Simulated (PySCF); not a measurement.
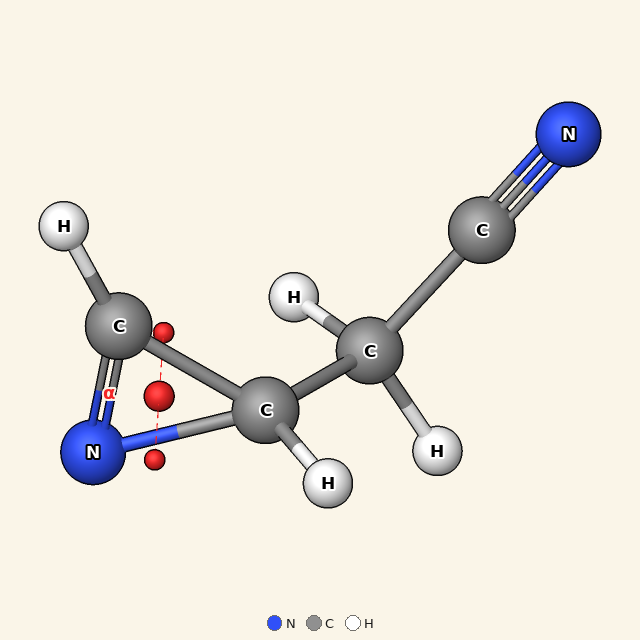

The small points mark where nucleus-independent chemical shifts (NICS) were computed: at the centre of each lettered ring and 1 Å above and below it. The computed structure is the end point of a GFN2-xTB optimisation. No frequency run is at hand to confirm it as a minimum. Method: GIAO PBE0/pcSseg-1 NMR shielding, non-relativistic, gas phase (PySCF 2.14.0).

Give NICS(0), NICS(1) and the out-of-plane component NICS(1)zz for each ring (means of the two sides).

```csv
ring,members,NICS(0),NICS(1),NICS(1)zz
α,C2N,−29.6,−9.0,−19.2
```

Values in ppm.
